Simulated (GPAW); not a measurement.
# CuHO: spin states calculation (part 2 of 2)

Continued. System: CuHO, SMILES [OH][Cu]. Method: PBE/plane waves, scalar-relativistic datasets (GPAW 26.7.0). The run did not end well. The geometry comes from this level: GFN2-xTB.

Geometry of the input (Å):
```
O  0.0000  0.0000  0.0000
Cu 1.7425  0.0000  0.0000
H  -0.3775  0.8771  0.0000
```

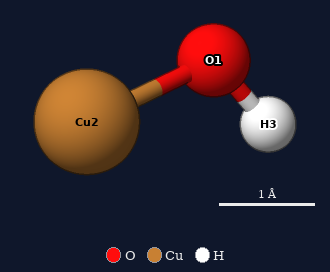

Figure 1. The structure (ball-and-stick view, seen at a tilt; atoms are numbered from 1 in the order of the input). Sticks mark near contacts.

## The program's output, continued
```
Plane wave coefficients: 14284
Cutoff: 450.00000000000006 eV

Spin-components: 2 (collinear spins)
Bands:           14
Projectors:      14
Spin-degeneracy: 1
Datatype:        float64

  Storage: CPU
  Wave functions: 6_399_232 bytes (6_399_232 per core)
  Projectors: 5_942_144 bytes (5_942_144 per core)

Parallelization:
  kpt:    1
  domain: 1
  band:   1

Density:
  Valence electrons: 18.0
  Components: 2
  Grid points: [60 54 49]
  Charge: 0.0  # |e|

Potential:
  Grid points: [60 54 49]

species:
  O:
    name:    Oxygen
    Z:       8.0
    valence: 6
    core:    2
    charge:  0.0  # [|e|]
    file:    O.PBE.gz
    compensation charges:
      type: gauss
      rc: 0.21  # [Å]
      lmax: 2
    cutoffs:
      filter: 1.17  # [Å]
      core: 0.83  # [Å]
    projectors
    | kind |    occ | energy [eV] | rcut [Å] |
    |------|--------|-------------|----------|
    |   2s |  2.000 |     -23.961 |    0.688 |
    |   2p |  4.000 |      -9.029 |    0.598 |
    |    s |        |       3.251 |    0.688 |
    |    p |        |      18.182 |    0.598 |
    |    d |        |       0.000 |    0.619 |

    Using partial waves for O as LCAO basis

  Cu:
    name:    Copper
    Z:       29.0
    valence: 11
    core:    18
    charge:  0.0  # [|e|]
    file:    Cu.PBE.gz
    compensation charges:
      type: gauss
      rc: 0.33  # [Å]
      lmax: 2
    cutoffs:
      filter: 2.06  # [Å]
      core: 2.43  # [Å]
    projectors
    | kind |    occ | energy [eV] | rcut [Å] |
    |------|--------|-------------|----------|
    |   4s |  1.000 |      -4.609 |    1.164 |
    |   4p |  0.000 |      -0.698 |    1.164 |
    |   3d | 10.000 |      -5.039 |    1.058 |
    |    s |        |      22.603 |    1.164 |
    |    p |        |      26.513 |    1.164 |
    |    d |        |      22.172 |    1.058 |

    Using partial waves for Cu as LCAO basis

  H:
    name:    Hydrogen
    Z:       1.0
    valence: 1
    core:    0
    charge:  0.0  # [|e|]
    file:    H.PBE.gz
    compensation charges:
      type: gauss
      rc: 0.15  # [Å]
      lmax: 2
    cutoffs:
      filter: 0.85  # [Å]
      core: 0.53  # [Å]
    projectors
    | kind |    occ | energy [eV] | rcut [Å] |
    |------|--------|-------------|----------|
    |   1s |  1.000 |      -6.494 |    0.476 |
    |    s |        |      20.717 |    0.476 |
    |    p |        |       0.000 |    0.476 |

    Using partial waves for H as LCAO basis

Reference energy: -47074.794304  # eV

eigensolver:
  PPCG
  Converge bands: occupied
  niter=2

density mixing:
  MSR1-Mixer
  Pratt-step length: 0.05
  Maximum mixing coefficient: 0.75
  Old densities: 10
  SVD Regularization: 0.005
  Good broyden scale: 1.0
  Trust region scale: 1.0
  Backstep threshold: 4.0
  History deletion threshold: 6.0
  Fourier metric: weight=20.0, sigma=0.015

occupation numbers:
  Fixed magnetic moment: 2.000
  Fermi-Dirac:
    width: 0.0200  # eV

poisson solver:
  ecut: 3600.0000000000005  # eV

xc functional:
  name: PBE with 2 nearest neighbor stencil

Initialization done in: 0.897 s

convergence criteria:
- Maximum [total energy] change in last 3 cyles: 0.0005 eV / valence electron
- Maximum integral of absolute [dens]ity change: 0.0001 electrons / valence electron
- Maximum integral of absolute [eigenst]ate change: 4e-08 eV^2 / valence electron
maximum number of iterations: 150

SCF iterations
|iter     |     time |      energy | eigst |  dens |  magmom |
|---------|----------|-------------|-------|-------|---------|
|iter:   1| 00:00:09 |  -11.637961 | +0.51 |       |  +1.9907|
|iter:   2| 00:00:10 |  -10.354940 | -1.14 | -0.54 |  +1.9911|
|iter:   3| 00:00:11 |   -8.587404 | -0.55 | -0.60 |  +1.9940|
|iter:   4| 00:00:12 |   -8.592904 | -1.56 | -0.84 |  +1.9947|
|iter:   5| 00:00:13 |   -8.948353 | -1.31 | -0.91 |  +1.9978|
|iter:   6| 00:00:14 |   -8.706811 | -1.69 | -0.89 |  +1.9988|
|iter:   7| 00:00:15 |   -8.695709 | -2.58 | -1.32 |  +1.9998|
|iter:   8| 00:00:16 |   -8.704373 | -3.40 | -1.90 |  +2.0000|
|iter:   9| 00:00:17 |   -8.723121 | -3.55 | -1.71 |  +2.0000|
|iter:  10| 00:00:19 |   -8.729557 | -4.29 | -1.36 |  +2.0000|
|iter:  11| 00:00:20 |   -8.723844c| -2.80 | -1.33 |  +1.9999|
|iter:  12| 00:00:21 |   -8.735994 | -2.90 | -1.73 |  +2.0001|
|iter:  13| 00:00:22 |   -8.742153 | -3.29 | -1.32 |  +2.0001|
|iter:  14| 00:00:23 |   -8.757044 | -2.21 | -1.39 |  +2.0000|
|iter:  15| 00:00:24 |   -8.723280 | -2.47 | -1.77 |  +2.0000|
|iter:  16| 00:00:25 |   -8.726140 | -3.60 | -1.64 |  +2.0000|
|iter:  17| 00:00:27 |   -8.711808 | -3.68 | -1.49 |  +2.0000|
|iter:  18| 00:00:28 |   -8.721485 | -4.00 | -1.77 |  +2.0000|
|iter:  19| 00:00:29 |   -8.721072 | -4.24 | -1.56 |  +2.0000|
|iter:  20| 00:00:30 |   -8.722077c| -3.52 | -1.52 |  +1.9999|
|iter:  21| 00:00:31 |   -8.716817c| -3.80 | -1.70 |  +1.9999|
|iter:  22| 00:00:32 |   -8.729055 | -2.95 | -1.67 |  +2.0000|
|iter:  23| 00:00:33 |   -8.726596 | -3.42 | -1.84 |  +2.0000|
|iter:  24| 00:00:35 |   -8.740973 | -3.82 | -1.55 |  +2.0000|
|iter:  25| 00:00:36 |   -8.712334 | -3.00 | -1.44 |  +1.9999|
|iter:  26| 00:00:37 |   -8.703817 | -2.88 | -1.98 |  +2.0000|
|iter:  27| 00:00:38 |   -8.720042 | -2.60 | -1.74 |  +2.0000|
|iter:  28| 00:00:39 |   -8.705604 | -2.75 | -1.89 |  +1.9999|
|iter:  29| 00:00:40 |   -8.697865 | -2.84 | -1.70 |  +1.9999|
|iter:  30| 00:00:41 |   -8.695344 | -3.00 | -1.93 |  +2.0000|
|iter:  31| 00:00:42 |   -8.702441c| -2.61 | -1.86 |  +2.0000|
|iter:  32| 00:00:43 |   -8.695989c| -2.86 | -1.83 |  +2.0000|
|iter:  33| 00:00:45 |   -8.691088 | -2.98 | -1.85 |  +2.0000|
|iter:  34| 00:00:46 |   -8.704881 | -2.41 | -1.75 |  +2.0000|
|iter:  35| 00:00:47 |   -8.702215 | -3.30 | -2.09 |  +2.0000|
|iter:  36| 00:00:48 |   -8.698081c| -3.01 | -1.77 |  +2.0000|
|iter:  37| 00:00:49 |   -8.696622c| -3.69 | -1.80 |  +2.0000|
|iter:  38| 00:00:50 |   -8.699221c| -3.88 | -1.77 |  +2.0000|
|iter:  39| 00:00:51 |   -8.702743c| -3.08 | -1.69 |  +2.0000|
|iter:  40| 00:00:53 |   -8.712699 | -2.91 | -1.92 |  +2.0000|
|iter:  41| 00:00:54 |   -8.698018 | -2.51 | -1.75 |  +2.0000|
|iter:  42| 00:00:55 |   -8.700825 | -3.30 | -1.95 |  +2.0000|
|iter:  43| 00:00:56 |   -8.701899c| -4.10 | -1.95 |  +2.0000|
|iter:  44| 00:00:57 |   -8.695961c| -2.71 | -1.76 |  +2.0000|
|iter:  45| 00:00:58 |   -8.696971c| -3.78 | -1.88 |  +2.0000|
|iter:  46| 00:00:59 |   -8.694093c| -3.35 | -1.75 |  +2.0000|
|iter:  47| 00:01:01 |   -8.733659 | -1.98 | -1.74 |  +2.0000|
|iter:  48| 00:01:02 |   -8.698039 | -2.53 | -1.58 |  +2.0000|
|iter:  49| 00:01:03 |   -8.691018 | -2.87 | -1.86 |  +2.0000|
|iter:  50| 00:01:04 |   -8.698528c| -2.93 | -1.85 |  +2.0000|
|iter:  51| 00:01:05 |   -8.695330c| -3.13 | -1.80 |  +2.0000|
|iter:  52| 00:01:06 |   -8.706967 | -2.49 | -1.93 |  +2.0000|
|iter:  53| 00:01:07 |   -8.688276 | -2.21 | -1.69 |  +2.0000|
|iter:  54| 00:01:08 |   -8.704648 | -2.34 | -1.77 |  +2.0000|
|iter:  55| 00:01:10 |   -8.702382 | -4.13 | -1.65 |  +2.0000|
|iter:  56| 00:01:11 |   -8.714412 | -3.26 | -1.68 |  +2.0000|
|iter:  57| 00:01:12 |   -8.696860 | -2.75 | -1.80 |  +2.0000|
|iter:  58| 00:01:13 |   -8.696996 | -3.86 | -1.91 |  +2.0000|
|iter:  59| 00:01:14 |   -8.688519c| -2.64 | -1.77 |  +2.0000|
|iter:  60| 00:01:15 |   -8.689270c| -4.15 | -1.68 |  +2.0000|
|iter:  61| 00:01:16 |   -8.711244 | -2.10 | -1.64 |  +2.0000|
|iter:  62| 00:01:17 |   -8.703906 | -3.01 | -1.86 |  +2.0000|
|iter:  63| 00:01:19 |   -8.715793 | -2.80 | -1.71 |  +2.0000|
|iter:  64| 00:01:20 |   -8.697049 | -2.27 | -1.63 |  +2.0000|
|iter:  65| 00:01:21 |   -8.678406 | -2.10 | -1.94 |  +2.0000|
|iter:  66| 00:01:22 |   -8.716697 | -1.84 | -1.53 |  +2.0000|
|iter:  67| 00:01:23 |   -8.699138 | -2.99 | -1.77 |  +2.0000|
|iter:  68| 00:01:24 |   -8.716443 | -2.25 | -1.71 |  +2.0000|
|iter:  69| 00:01:25 |   -8.699860 | -2.37 | -1.87 |  +2.0000|
|iter:  70| 00:01:26 |   -8.714600 | -2.80 | -1.70 |  +2.0000|
|iter:  71| 00:01:28 |   -8.714294 | -2.97 | -1.48 |  +2.0000|
|iter:  72| 00:01:29 |   -8.729027 | -2.74 | -1.81 |  +2.0000|
|iter:  73| 00:01:30 |   -8.706800 | -2.99 | -1.37 |  +2.0000|
|iter:  74| 00:01:31 |   -8.698611 | -2.57 | -2.15 |  +2.0000|
|iter:  75| 00:01:32 |   -8.706570c| -2.86 | -1.65 |  +2.0000|
|iter:  76| 00:01:33 |   -8.694252 | -2.50 | -1.64 |  +2.0000|
|iter:  77| 00:01:34 |   -8.679171 | -2.34 | -1.84 |  +2.0000|
|iter:  78| 00:01:35 |   -8.705953 | -1.83 | -1.57 |  +2.0000|
|iter:  79| 00:01:36 |   -8.680727 | -1.87 | -2.02 |  +2.0000|
|iter:  80| 00:01:38 |   -8.721724 | -1.71 | -1.54 |  +2.0000|
|iter:  81| 00:01:39 |   -8.739736 | -2.91 | -1.48 |  +2.0000|
|iter:  82| 00:01:40 |   -8.713173 | -2.42 | -1.37 |  +2.0000|
|iter:  83| 00:01:41 |   -8.713455 | -3.08 | -1.83 |  +2.0000|
|iter:  84| 00:01:42 |   -8.719138c| -3.03 | -1.47 |  +2.0000|
|iter:  85| 00:01:43 |   -8.698805 | -2.71 | -1.73 |  +2.0000|
|iter:  86| 00:01:44 |   -8.695323 | -3.34 | -1.64 |  +2.0000|
|iter:  87| 00:01:45 |   -8.702245c| -2.77 | -1.68 |  +2.0000|
|iter:  88| 00:01:47 |   -8.692795 | -2.73 | -1.58 |  +2.0000|
|iter:  89| 00:01:48 |   -8.671864 | -2.22 | -1.75 |  +2.0000|
|iter:  90| 00:01:49 |   -8.724991 | -1.54 | -1.49 |  +2.0000|
|iter:  91| 00:01:50 |   -8.718780 | -2.94 | -1.68 |  +2.0000|
|iter:  92| 00:01:51 |   -8.726809c| -3.30 | -1.43 |  +2.0000|
|iter:  93| 00:01:52 |   -8.745372 | -3.12 | -1.41 |  +2.0000|
|iter:  94| 00:01:53 |   -8.778101 | -2.63 | -1.38 |  +2.0000|
|iter:  95| 00:01:54 |   -8.711549 | -2.01 | -1.46 |  +2.0000|
|iter:  96| 00:01:55 |   -8.698615 | -2.42 | -1.57 |  +2.0000|
|iter:  97| 00:01:57 |   -8.697333 | -3.69 | -1.68 |  +2.0000|
|iter:  98| 00:01:58 |   -8.701573c| -3.14 | -1.67 |  +2.0000|
|iter:  99| 00:01:59 |   -8.705740c| -3.83 | -1.71 |  +2.0000|
|iter: 100| 00:02:00 |   -8.696883c| -2.85 | -1.56 |  +2.0000|
|iter: 101| 00:02:01 |   -8.691309 | -2.84 | -1.99 |  +2.0000|
|iter: 102| 00:02:02 |   -8.682747 | -3.14 | -1.70 |  +2.0000|

timing:  # [seconds]
  Total: 122.695  # ━━━━━━━━━━━━━━━━━━━━━━━━━━━━━━━━━━━━━━━━━━━━━━━━━━━━━━━━━
  Init:    0.618  # ╸
  SCF:     6.745  # ━━━

Max RSS: 770.242  # MiB
|iter: 103| 00:02:03 |   -8.695328 | -2.72 | -1.69 |  +2.0000|
|iter: 104| 00:02:04 |   -8.701800 | -2.78 | -2.03 |  +2.0000|
|iter: 105| 00:02:05 |   -8.694382c| -2.78 | -1.65 |  +2.0000|
|iter: 106| 00:02:07 |   -8.683317 | -2.77 | -1.69 |  +2.0000|
|iter: 107| 00:02:08 |   -8.708519 | -2.04 | -1.71 |  +2.0000|
|iter: 108| 00:02:09 |   -8.724025 | -2.70 | -1.99 |  +2.0000|
|iter: 109| 00:02:10 |   -8.704144 | -2.57 | -1.42 |  +2.0000|
|iter: 110| 00:02:11 |   -8.702053 | -3.61 | -2.12 |  +2.0000|
|iter: 111| 00:02:12 |   -8.690291 | -2.49 | -1.60 |  +2.0000|
|iter: 112| 00:02:13 |   -8.702598 | -2.49 | -1.81 |  +2.0000|
|iter: 113| 00:02:14 |   -8.692204 | -2.64 | -1.64 |  +2.0000|
|iter: 114| 00:02:15 |   -8.702805 | -2.58 | -1.87 |  +2.0000|
|iter: 115| 00:02:16 |   -8.692233 | -2.50 | -1.70 |  +2.0000|
|iter: 116| 00:02:17 |   -8.713698 | -2.09 | -1.65 |  +2.0000|
|iter: 117| 00:02:19 |   -8.695600 | -2.31 | -1.91 |  +2.0000|
|iter: 118| 00:02:20 |   -8.710744 | -2.51 | -1.94 |  +2.0000|
|iter: 119| 00:02:21 |   -8.713426 | -2.83 | -1.54 |  +2.0000|
|iter: 120| 00:02:22 |   -8.721895 | -2.58 | -1.82 |  +2.0000|
|iter: 121| 00:02:23 |   -8.697109 | -2.28 | -1.46 |  +2.0000|
|iter: 122| 00:02:24 |   -8.697456 | -3.73 | -1.99 |  +2.0000|
|iter: 123| 00:02:25 |   -8.705450c| -2.69 | -1.69 |  +2.0000|
|iter: 124| 00:02:26 |   -8.690546 | -2.25 | -1.81 |  +2.0000|
|iter: 125| 00:02:27 |   -8.660187 | -2.12 | -1.76 |  +2.0000|
|iter: 126| 00:02:28 |   -8.708353 | -1.58 | -1.43 |  +2.0000|
|iter: 127| 00:02:30 |   -8.705193 | -3.00 | -2.12 |  +2.0000|
|iter: 128| 00:02:31 |   -8.735782 | -2.36 | -1.57 |  +2.0000|
|iter: 129| 00:02:32 |   -8.710490 | -2.68 | -1.43 |  +2.0000|
|iter: 130| 00:02:33 |   -8.701464 | -3.07 | -1.51 |  +2.0000|
|iter: 131| 00:02:34 |   -8.713165 | -2.69 | -1.66 |  +2.0000|
|iter: 132| 00:02:35 |   -8.697808 | -2.51 | -1.61 |  +2.0000|
|iter: 133| 00:02:36 |   -8.684270 | -2.28 | -1.77 |  +2.0000|
|iter: 134| 00:02:37 |   -8.696775 | -2.53 | -1.62 |  +2.0000|
|iter: 135| 00:02:38 |   -8.695060 | -4.13 | -1.74 |  +2.0000|
|iter: 136| 00:02:39 |   -8.689952c| -3.17 | -1.77 |  +2.0000|
|iter: 137| 00:02:40 |   -8.691268c| -4.59 | -1.71 |  +2.0000|
|iter: 138| 00:02:41 |   -8.697033c| -2.91 | -1.71 |  +2.0000|
|iter: 139| 00:02:42 |   -8.705501 | -2.84 | -1.84 |  +2.0000|
|iter: 140| 00:02:44 |   -8.699360c| -3.23 | -1.60 |  +2.0000|
|iter: 141| 00:02:45 |   -8.703608c| -3.52 | -1.70 |  +2.0000|
|iter: 142| 00:02:46 |   -8.724475 | -2.40 | -1.64 |  +2.0000|
|iter: 143| 00:02:47 |   -8.705394 | -2.70 | -1.58 |  +2.0000|
|iter: 144| 00:02:48 |   -8.695113 | -2.44 | -1.93 |  +2.0000|
|iter: 145| 00:02:49 |   -8.684275 | -2.52 | -1.84 |  +2.0000|
|iter: 146| 00:02:50 |   -8.682856 | -3.93 | -1.63 |  +2.0000|
|iter: 147| 00:02:51 |   -8.677904c| -3.65 | -1.60 |  +2.0000|
|iter: 148| 00:02:52 |   -8.709758 | -2.00 | -1.55 |  +2.0000|
|iter: 149| 00:02:53 |   -8.698271 | -3.21 | -1.87 |  +2.0000|
|iter: 150| 00:02:55 |   -8.687238 | -2.55 | -1.77 |  +2.0000|
gpaw.KohnShamConvergenceError
```

## What the run reported

| quantity | value |
| --- | --- |
| outcome | not converged |
| wall time | 2.9 min |
| peak memory | 0.75 GiB |

## What went wrong

The run did not converge. Its last values are not results.
